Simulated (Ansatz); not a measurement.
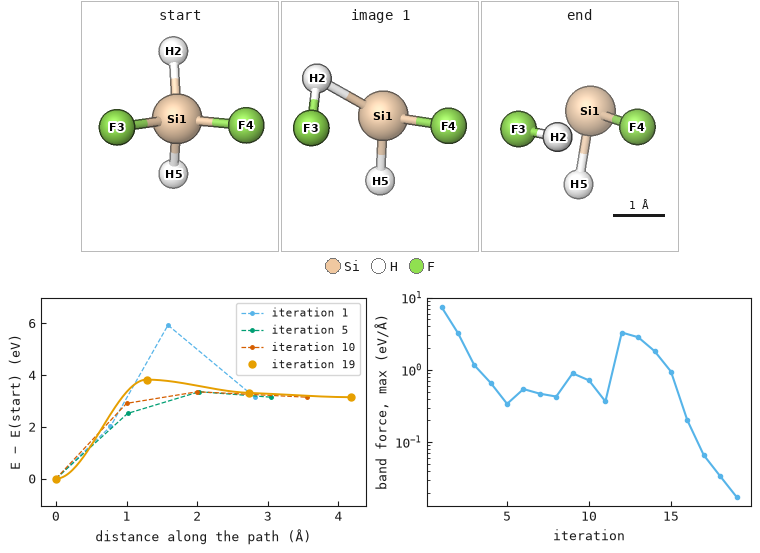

A search for the minimum-energy path of SiH$_{2}$F$_{2}$ by the nudged elastic band. Images are numbered from 0 (start) to 3 (end). The plot follows the band through its iterations. A ball-and-stick model, seen at a tilt.

Computed with RKS CAM-B3LYP/def2-SVP (Ansatz).

Input file:
```yaml
crystal:
  periodic: [false, false, false]
  atoms:
    - { symbol: Si, position_ang: [0.210173, -0.021643, 0.20156] }
    - { symbol: H, position_ang: [0.185047, 0.041397, 1.675893] }
    - { symbol: F, position_ang: [1.74188, -0.001385, -0.287211] }
    - { symbol: F, position_ang: [-0.502982, 1.296522, -0.38103] }
    - { symbol: H, position_ang: [-0.452218, -1.20889, -0.372812] }
basis:
  gaussian: { orbitals: def2-SVP }
hamiltonian:
  xc: cam_b3lyp
neb:
  order_check: false
  images: 2
  f_tol: 0.03
  max_iterations: 60
  climbing: true
  final_atoms:
    - { symbol: Si, position_ang: [-0.70010651, -0.5385356, 0.48859378] }
    - { symbol: H, position_ang: [1.23430511, 0.75792077, 0.42321988] }
    - { symbol: F, position_ang: [1.47035475, -0.10443579, 0.73152103] }
    - { symbol: F, position_ang: [-0.50472694, 1.08416136, 0.08167954] }
    - { symbol: H, position_ang: [-0.31792641, -1.09310974, -0.88861423] }
  initial_path:
    images:
      - { positions_ang: [[0.210173, -0.021643, 0.20156], [0.185047, 0.041397, 1.675893], [1.74188, -0.001385, -0.287211], [-0.502982, 1.296522, -0.38103], [-0.452218, -1.20889, -0.372812]] }
      - { positions_ang: [[0.07009578, -0.00752176, 0.06717222], [0.65178499, 0.01534807, 1.4948088], [1.73599979, 0.00078077, 0.20316249], [-0.667669, 1.29582464, -0.48130666], [-0.60831157, -1.19843072, -0.44743685]] }
      - { positions_ang: [[-0.23333072, -0.17981929, 0.16285014], [1.00153769, 0.25418932, 1.07725109], [1.64549138, -0.03356949, 0.54273984], [-0.66825064, 1.22503776, -0.32707015], [-0.5635477, -1.1598373, -0.61937093]] }
      - { positions_ang: [[-0.70010651, -0.5385356, 0.48859378], [1.23430511, 0.75792077, 0.42321988], [1.47035475, -0.10443579, 0.73152103], [-0.50472694, 1.08416136, 0.08167954], [-0.31792641, -1.09310974, -0.88861423]] }
```

Command:
```bash
ansatz run input.yaml --threads 1 --pin off --max-ram 2048MiB --backend cpu --events-out ev --progress --plain --runs-dir out
```

### Did the band converge, and can the barrier be trusted?

The run is converged, with reservations. The band converged in 19 iterations. The largest component of the band force went from 7.4 to 0.017 eV/Å. The climbing image converged on the top of the path. Its curvatures weren't checked. So few images resolve the path coarsely. The first iteration put the highest image at 5.93 eV. Forward barrier 3.82 eV, backward barrier 0.68 eV, with image 1 at the top; the reaction energy is +3.15 eV.

The run took 52 s on 1 thread of Arm Neoverse V1, with other jobs on the host, peak memory 0.11 GiB.
